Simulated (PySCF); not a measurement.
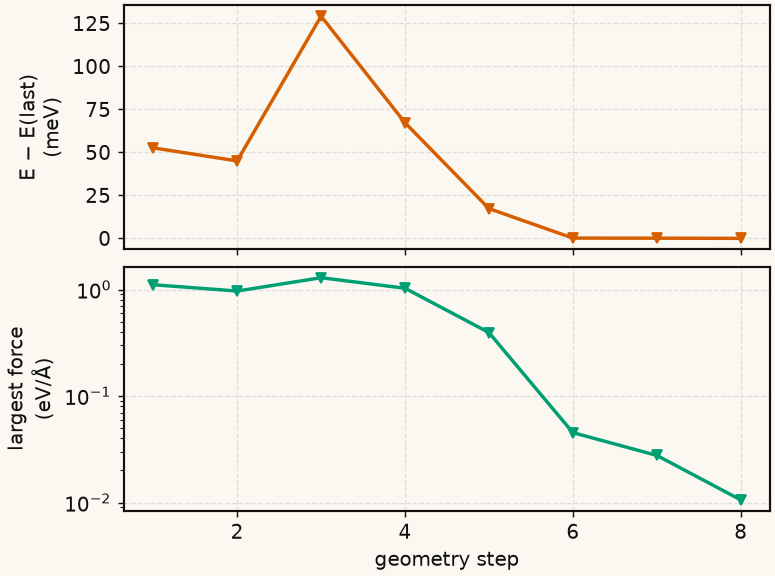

History of a geometry optimisation. The run: C3H5N3 (SMILES Cn1cnnc1), by PBE0-D3(BJ)/def2-SVP, geometry optimisation (PySCF 2.14.0, density fitting).

The optimisation met its thresholds at geometry 8, counting the start as the first. The energy fell by about 53 meV from the first step to the last, with a rise at step 3. The largest force goes from about 1.1 eV/Å at the start to 0.011 eV/Å at the end.
